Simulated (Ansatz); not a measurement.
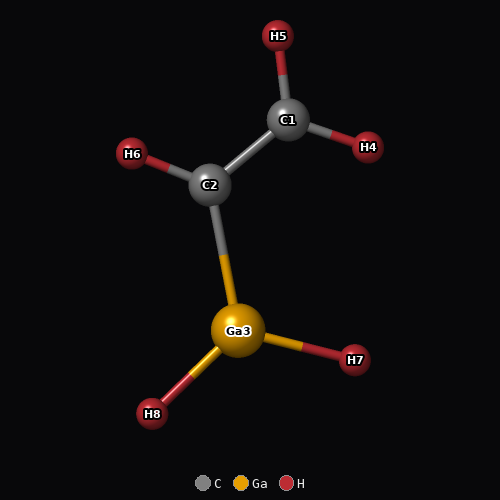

The system is C₂H₅Ga, SMILES C=[CH][GaH2]; the picture shows the reference structure. The first coordinate is: dihedral C1–C2–Ga3–H7; the second: dihedral H4–C1–C2–Ga3. Nothing is relaxed (all other coordinates rigid). The scan uses a 15 × 15 grid; 117 points were computed and 108 follow by symmetry. Points are written as (first, second). All energies are given in eV relative to the lowest grid point. Energies and slopes of some neighbouring points disagree (a jump in structure or state, or too coarse a mesh). The dihedral twists a double bond; near 90° a spin-restricted reference is unreliable. Theory: RKS SPW92 (LDA)/def2-TZVP in Ansatz.

Its coordinates:

```
atom    x (Å)    y (Å)    z (Å)
   C  -0.5332   1.0314  -0.7224
   C  -0.4352   0.3544   0.4231
  Ga   0.7297  -1.1786   0.5048
   H   0.0361   0.7305  -1.6132
   H  -1.1777   1.9140  -0.8397
   H  -1.0258   0.6975   1.2833
   H   1.4868  -1.5056  -0.8311
   H   0.9192  -2.0436   1.7952
```

The input of one point:

```yaml
crystal:
  periodic: [false, false, false]
  atoms:
    - { symbol: C, position_ang: [-0.533158, 1.031389, -0.722404] }
    - { symbol: C, position_ang: [-0.435177, 0.354425, 0.423068] }
    - { symbol: Ga, position_ang: [-1.463131, 0.939797, 1.944346] }
    - { symbol: H, position_ang: [0.036066, 0.730536, -1.613194] }
    - { symbol: H, position_ang: [-1.177655, 1.913963, -0.839682] }
    - { symbol: H, position_ang: [0.232148, -0.517376, 0.457745] }
    - { symbol: H, position_ang: [-2.568066, 2.008259, 1.624104] }
    - { symbol: H, position_ang: [-1.228868, 0.402744, 3.395475] }
basis:
  gaussian: { orbitals: def2-TZVP }
hamiltonian:
  xc: lda
output:
  forces: true
```

Range: dihedral C1–C2–Ga3–H7 from −180 to 156°; dihedral H4–C1–C2–Ga3 from −180 to 156°.

Q: What landscape does the calculation give?

A: The lowest grid point is at (−12°, −180°). Other grid points that lie below all their neighbours: (−180°, −180°) (0.025 eV higher); (−12°, 12°) (0.049 eV higher); (−180°, −12°) (0.09 eV higher). The highest grid point, (−108°, 84°), lies 3.47 eV above the lowest.

| dihedral H4–C1–C2–Ga3 ↓, dihedral C1–C2–Ga3–H7 → | −180 | −156 | −132 | −108 | −84 | −60 | −36 | −12 | 12 | 36 | 60 | 84 | 108 | 132 | 156 |
| --- | --- | --- | --- | --- | --- | --- | --- | --- | --- | --- | --- | --- | --- | --- | --- |
| 156 | 0.28 | 0.25 | 0.30 | 0.38 | 0.45 | 0.45 | 0.38 | 0.28 | 0.23 | 0.26 | 0.35 | 0.45 | 0.50 | 0.46 | 0.36 |
| 132 | 1.00 | 0.94 | 0.97 | 1.09 | 1.21 | 1.25 | 1.17 | 1.04 | 0.95 | 0.96 | 1.07 | 1.22 | 1.32 | 1.28 | 1.15 |
| 108 | 2.11 | 2.03 | 2.10 | 2.27 | 2.47 | 2.53 | 2.38 | 2.18 | 2.07 | 2.09 | 2.25 | 2.48 | 2.64 | 2.55 | 2.32 |
| 84 | 2.71 | 2.93 | 3.27 | 3.47 | 3.27 | 2.98 | 2.77 | 2.70 | 2.80 | 3.05 | 3.30 | 3.27 | 3.01 | 2.78 | 2.67 |
| 60 | 1.52 | 1.69 | 1.87 | 1.92 | 1.80 | 1.61 | 1.48 | 1.47 | 1.57 | 1.73 | 1.84 | 1.78 | 1.63 | 1.48 | 1.44 |
| 36 | 0.58 | 0.70 | 0.81 | 0.84 | 0.77 | 0.65 | 0.55 | 0.53 | 0.60 | 0.72 | 0.79 | 0.77 | 0.67 | 0.57 | 0.53 |
| 12 | 0.09 | 0.14 | 0.22 | 0.28 | 0.26 | 0.18 | 0.10 | 0.05 | 0.08 | 0.16 | 0.23 | 0.26 | 0.22 | 0.14 | 0.09 |
| −12 | 0.09 | 0.09 | 0.14 | 0.22 | 0.26 | 0.23 | 0.16 | 0.08 | 0.05 | 0.10 | 0.18 | 0.26 | 0.28 | 0.22 | 0.14 |
| −36 | 0.58 | 0.53 | 0.57 | 0.67 | 0.77 | 0.79 | 0.72 | 0.60 | 0.53 | 0.55 | 0.65 | 0.77 | 0.84 | 0.81 | 0.70 |
| −60 | 1.52 | 1.44 | 1.48 | 1.63 | 1.78 | 1.84 | 1.73 | 1.57 | 1.47 | 1.48 | 1.61 | 1.80 | 1.92 | 1.87 | 1.69 |
| −84 | 2.71 | 2.67 | 2.78 | 3.01 | 3.27 | 3.30 | 3.05 | 2.80 | 2.70 | 2.77 | 2.98 | 3.27 | 3.47 | 3.27 | 2.93 |
| −108 | 2.11 | 2.32 | 2.55 | 2.64 | 2.48 | 2.25 | 2.09 | 2.07 | 2.18 | 2.38 | 2.53 | 2.47 | 2.27 | 2.10 | 2.03 |
| −132 | 1.00 | 1.15 | 1.28 | 1.32 | 1.22 | 1.07 | 0.96 | 0.95 | 1.04 | 1.17 | 1.25 | 1.21 | 1.09 | 0.97 | 0.94 |
| −156 | 0.28 | 0.36 | 0.46 | 0.50 | 0.45 | 0.35 | 0.26 | 0.23 | 0.28 | 0.38 | 0.45 | 0.45 | 0.38 | 0.30 | 0.25 |
| −180 | 0.02 | 0.05 | 0.12 | 0.18 | 0.19 | 0.15 | 0.06 | 0.00 | 0.00 | 0.06 | 0.15 | 0.19 | 0.18 | 0.12 | 0.05 |

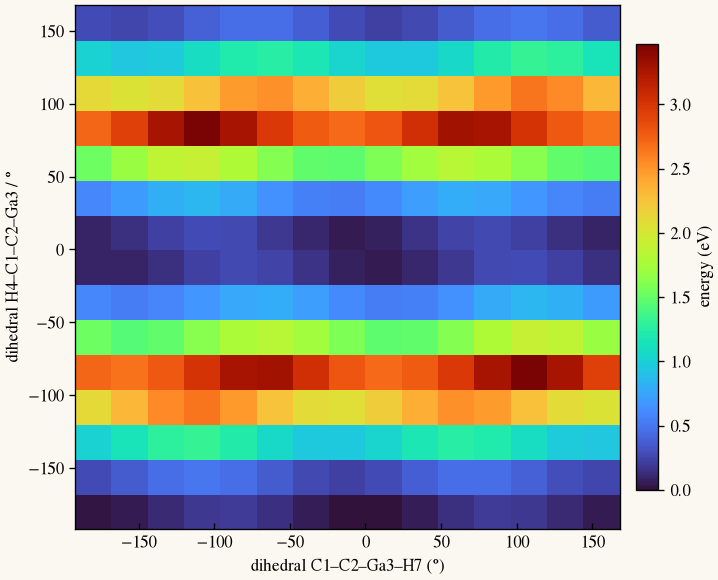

Drawn: one coloured cell a grid point.

Time for the 117 points that were run: 4.9 min on 1 thread of Arm Neoverse V2, on a shared host.
